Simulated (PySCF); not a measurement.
# UCCSD(T)/aug-cc-pVTZ run of NH (SMILES [NH])

Aim: the vertical ionisation energy of NH at UCCSD(T)/aug-cc-pVTZ, from 2 runs. The job is set up through a Python script.

The calculation is run with PySCF 2.14.0.

3 further runs of the same task are left out: 3 set aside as unsound or not needed. Runs told in other sessions of the task aren't counted.

### 1 Starting point

NH: 2 atoms, total charge 0, spin state triplet. As SMILES, `[NH]`. Geometry: the measured bond length.

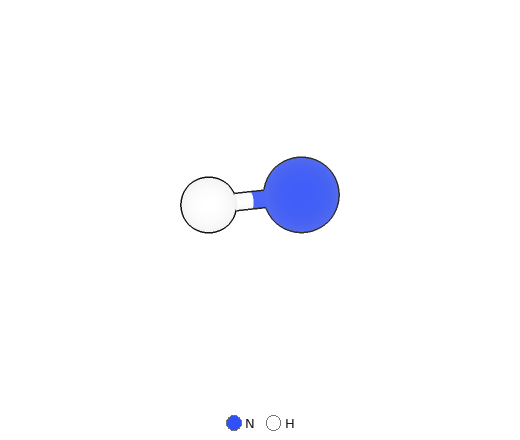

Viewed from a chosen angle; nitrogen blue, hydrogen white.

### 2 A single-point energy at UCCSD(T)/aug-cc-pVTZ

run.py

```python
from pyscf import gto, scf, cc

molecule = gto.M(
    atom='''
N        0.000000       0.000000       0.000000
H        0.000000       0.000000       1.036210
''',
    max_memory=1860,
    verbose=3,
    charge=0,
    basis='aug-cc-pvtz',
    spin=2,
)

mf = scf.UHF(molecule)
mf.conv_tol = 1e-10
mf.kernel()
if not mf.converged:
    mf = mf.newton().run(mf.mo_coeff, mf.mo_occ)

mycc = cc.CCSD(mf, frozen=1)
mycc.kernel()
e_t = mycc.ccsd_t()
etot = mycc.e_tot + e_t
print('Final energy', etot)
```

Launch:

```
$ OMP_NUM_THREADS=1 python run.py
```

Log:

```text
WARN: HOMO -0.201348307776754 >= LUMO -0.201348307776771

converged SCF energy = -54.982556143537  <S^2> = 2.0165607  2S+1 = 3.0110202
E(UCCSD) = -55.14091176322429  E_corr = -0.1583556196873356
UCCSD(T) correction = -0.00420516697750156
Final energy -55.14511693020179
```

It took 12 s on 1 thread of Arm Neoverse V1, shared host; peak memory 1.1 GiB.

### 3 The doublet cation, same level

job.py

```python
from pyscf import gto, scf, cc

mol = gto.Mole()
mol.atom = '''
N    0.000000   0.000000   0.000000
H    0.000000   0.000000   1.036210
'''
mol.charge = 1
mol.spin = 1
mol.verbose = 3
mol.max_memory = 1860
mol.basis = 'aug-cc-pvtz'
mol.build()

myscf = scf.UHF(mol)
myscf.conv_tol = 1e-10
myscf.kernel()
if not myscf.converged:
    myscf = myscf.newton().run(myscf.mo_coeff, myscf.mo_occ)

mycc = cc.CCSD(myscf, frozen=1)
mycc.kernel()
e_t = mycc.ccsd_t()
etot = mycc.e_tot + e_t
print('E = %.10f Eh' % etot)
```

Launch:

```
$ OMP_NUM_THREADS=1 python job.py
```

Log:

```text
converged SCF energy = -54.5102307544377  <S^2> = 0.7566718  2S+1 = 2.0066607
E(UCCSD) = -54.64782100619432  E_corr = -0.1375902517566203
UCCSD(T) correction = -0.00305384220568809
E = -54.6508748484 Eh
```

It took 11 s on 1 thread of Arm Neoverse V1, shared host; peak memory 1.1 GiB.

### 4 Outcome

At UCCSD(T)/aug-cc-pVTZ, 1 core orbital frozen:

| quantity | value |
| --- | --- |
| triplet NH: total energy | -55.14512 Eh |
| triplet NH: dipole moment (Hartree–Fock density) | 1.64 D |
| triplet NH: HOMO energy (Hartree–Fock orbitals) (highest over α and β) | -13.83 eV |
| triplet NH: LUMO energy (Hartree–Fock orbitals) (lowest over α and β) | 0.80 eV |
| triplet NH: correlation energy (1 core orbital frozen) | -162.6 mEh |
| triplet NH: (T) correction | -4.21 mEh |
| triplet NH: ⟨S²⟩ of the reference determinant | 2.017 |
| triplet NH: T1 diagnostic | 0.011 |
| doublet cation: total energy | -54.65087 Eh |
| doublet cation: HOMO energy (Hartree–Fock orbitals) (highest over α and β) | -27.43 eV |
| doublet cation: LUMO energy (Hartree–Fock orbitals) (lowest over α and β) | -11.18 eV |
| doublet cation: correlation energy (1 core orbital frozen) | -140.6 mEh |
| doublet cation: (T) correction | -3.05 mEh |
| doublet cation: ⟨S²⟩ of the reference determinant | 0.757 |
| doublet cation: T1 diagnostic | 0.009 |
| vertical ionisation energy (to the doublet cation) | 13.449 eV |

In words: The vertical ionisation energy comes to 13.45 eV (310 kcal/mol). The triples (triplet NH) make up 2.6 % of the correlation energy. The triples (doublet cation) make up 2.2 % of the correlation energy.
